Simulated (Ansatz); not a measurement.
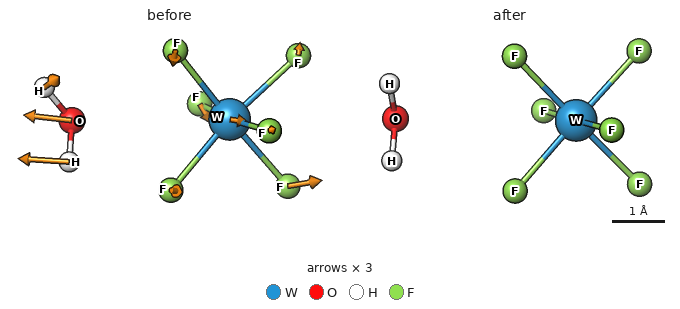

The structure of WH$_{2}$OF$_{6}$ before (left) and after (right) a relaxation, at one scale. The orange arrows give the displacements, 3 times their true length.

A ball-and-stick model, seen face on.

The run prepares an end point of a later path (reaction) calculation, from a guessed geometry.

Computed with RKS PBE-D4/def2-SVP in Ansatz.

The input:
```yaml
crystal:
  periodic: [false, false, false]
  atoms:
    - { symbol: W, position_ang: [0.31274, 0.272086, -0.368838] }
    - { symbol: O, position_ang: [-0.159824, -0.316924, 2.683648] }
    - { symbol: H, position_ang: [-1.040714, -0.089501, 3.038796] }
    - { symbol: F, position_ang: [1.996726, 0.103028, -1.152914] }
    - { symbol: F, position_ang: [0.115716, 1.939559, -1.190396] }
    - { symbol: F, position_ang: [-1.405525, 0.473518, 0.325641] }
    - { symbol: F, position_ang: [0.493228, -1.463974, 0.254745] }
    - { symbol: F, position_ang: [-0.419742, -0.431084, -1.932587] }
    - { symbol: F, position_ang: [1.160423, 1.173468, 1.021284] }
    - { symbol: H, position_ang: [0.374871, 0.493425, 2.874022] }
basis:
  gaussian: { orbitals: def2-SVP }
hamiltonian:
  xc: pbe
  dispersion: d4
relax:
  f_tol: 0.03
  max_steps: 50
```

Command:
```bash
ansatz run input.yaml --threads 4 --pin off --max-ram 5120MiB --backend cpu --events-out ev --progress --plain --runs-dir out
```

Summarise the run.

Answer. H10 moves most after the best rigid fit: 0.35 Å. By element the largest moves are H 0.35 Å, O 0.33 Å, F 0.25 Å, W 0.13 Å. Some distances before and after: W1–O2 3.145 → 3.593 Å, O2–H10 0.989 → 0.975 Å. Bond angles that change, for instance: F7–W1–F9 99.1° → 92.2°, F8–W1–F9 171.1° → 177.9°, F5–W1–F7 173.5° → 178.2°. Over 8 geometry steps the energy falls by 0.069 eV. The largest force component goes from 0.55 to 0.0025 eV/Å. Cost: 12 s on 4 threads of Intel(R) Xeon(R) Platinum 8488C (Sapphire Rapids), on a shared host, peak memory 0.22 GiB.
